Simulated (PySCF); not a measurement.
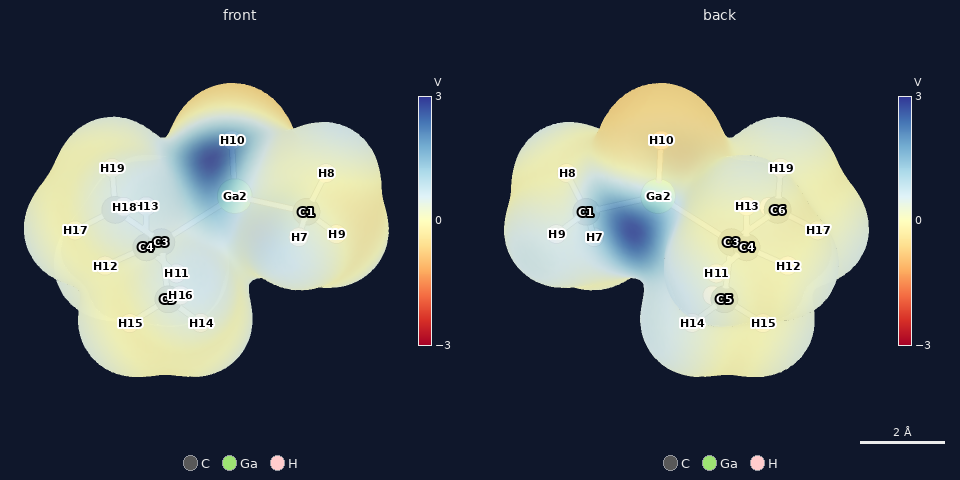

*C5H13Ga. The molecular electrostatic potential painted on the density surface at 0.002 e/bohr³, seen from the front and from behind; red is negative and blue positive.*

Geometry: GFN2-xTB.

Method: PBE0/def2-SVPD, SCF density, gas phase in PySCF 2.14.0.

Input file:

```
{"job": {"kind": "uv", "xc": "PBE0", "basis": "def2-SVPD", "nstates": 6, "ntriplets": 2}, "charge": 0, "multiplicity": 1}
C      3.010462    -0.508894     0.030559
Ga     1.298202     0.511595     0.485512
C     -0.684793     0.099870    -0.019192
C     -1.290197     1.392352    -0.573152
C     -0.772827    -1.024465    -1.048307
C     -1.444117    -0.291575     1.252715
H      2.812815    -1.573688    -0.124885
H      3.744513    -0.410012     0.835798
H      3.470302    -0.120387    -0.882707
H      1.428287     1.864142     1.361262
H     -0.831485     1.652838    -1.529730
H     -2.367616     1.292749    -0.720877
H     -1.112926     2.213594     0.128293
H     -0.249454    -0.745630    -1.965473
H     -1.811321    -1.248226    -1.300341
H     -0.312900    -1.935344    -0.657904
H     -2.511280    -0.409218     1.051344
H     -1.063054    -1.233104     1.654475
H     -1.322415     0.482655     2.015147
```

Launched as:

```sh
OMP_NUM_THREADS=1 python probes_run.py task.json out
```

Describe the electrostatic potential map.

Answer. The most negative region (about −0.6 V) lies over H10, the most positive (about +2.6 V) over Ga2.

How polar is the molecule by this calculation?

Answer. Its dipole moment is 0.75 D.
